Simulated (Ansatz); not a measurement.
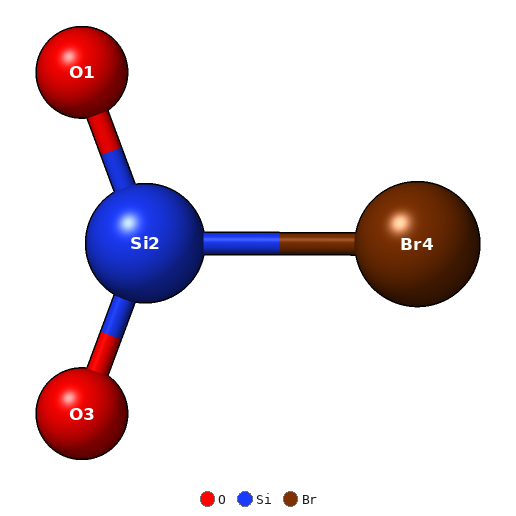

Numbered structure. Charge −1, singlet. The computed structure is the end point of a PBE0-D4/def2-TZVPD optimisation. No frequency run is at hand to confirm it as a minimum.

Describe the coordination of atom 2.

Answer. Si2 has 3 neighbours (O1 at 1.53, O3 at 1.53, Br4 at 2.30 Å); the arrangement is trigonal planar.
